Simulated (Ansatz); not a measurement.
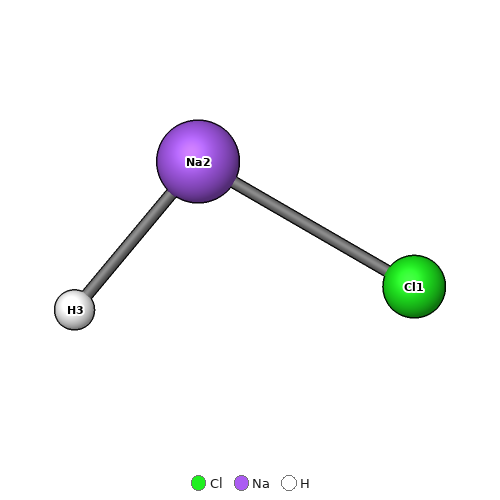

The system is Cl⁻ + NaH; the picture shows the reference structure. 
- First axis: distance Cl1–Na2. Second axis: distance Na2–H3.
- Nothing is relaxed (the angle Cl1–Na2–H3 is fixed at 100 degrees).
- The grid has 10 × 10 points.
- Points are written as (first, second).
- All energies are given in kJ/mol relative to Cl with charge -1 far from the relaxed NaH (each part in its own basis).
- The reference is spin-restricted, so regions where a bond is pulled apart into radicals lie too high.
- Method: RKS wB97X-V/def2-SVPD (Ansatz).

Its coordinates:

```xyz
3

Cl   -2.5280    0.0000    0.0000
Na    0.0000    0.0000    0.0000
H     0.3403    1.9302    0.0000
```

Range: distance Cl1–Na2 from 2.144 to 3.744 Å; distance Na2–H3 from 1.576 to 3.176 Å.

Question: Predict the map.

Answer: The lowest grid point is at (2.528 Å, 1.960 Å), −106 kJ/mol from Cl with charge -1 far from the relaxed NaH (each part in its own basis). No other kind of well shows on this grid. The highest grid point, (3.744 Å, 3.176 Å), lies 150 kJ/mol above the lowest. Round the minimum the two coordinates are weakly coupled (coupling 0.11 in units of the two stiffnesses).

```csv
"distance Na2–H3 ↓, distance Cl1–Na2 →",2.144,2.236,2.370,2.528,2.702,2.889,3.088,3.298,3.517,3.744
3.176,3,−18,−34,−37,−30,−17,−2,14,30,44
2.949,−11,−33,−49,−53,−47,−36,−21,−6,8,22
2.730,−25,−48,−65,−70,−65,−54,−41,−26,−13,0
2.520,−38,−61,−79,−85,−81,−71,−59,−45,−33,−21
2.321,−48,−71,−90,−97,−94,−86,−74,−62,−50,−39
2.134,−53,−78,−97,−105,−103,−96,−85,−74,−63,−53
1.960,−52,−77,−97,−106,−105,−98,−89,−78,−68,−59
1.802,−41,−66,−88,−97,−97,−91,−83,−73,−63,−55
1.668,−19,−46,−67,−78,−79,−74,−65,−56,−47,−39
1.576,5,−22,−44,−55,−56,−52,−44,−36,−27,−19
```

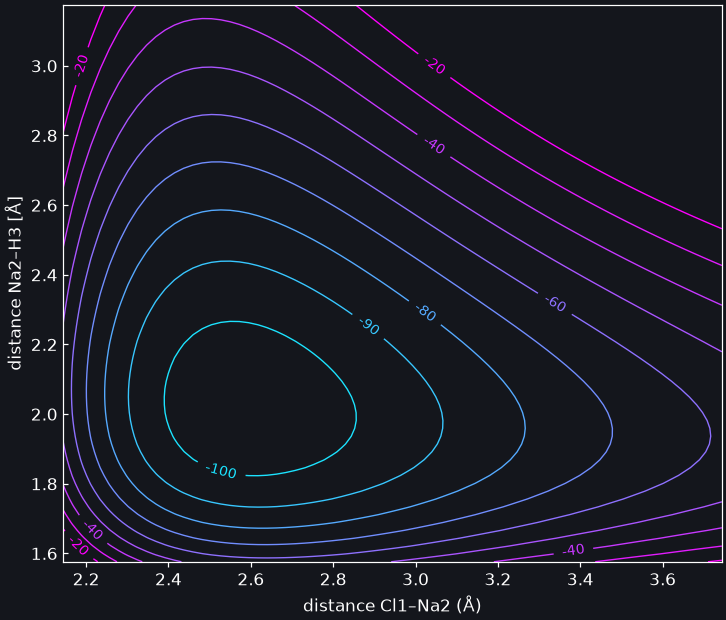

In the figure: contour lines labelled in kJ/mol (none above −20). Between grid points the surface is interpolated.

Each point was launched as `ansatz run input.yaml --threads 1 --pin off --max-ram 2560MiB --backend cpu --events-out ev --progress --plain --runs-dir out`. Time for the 100 points that were run: 18 min on 1 thread of Intel(R) Xeon(R) Processor @ 2.50GHz (Skylake/Cascade Lake) (shared host).
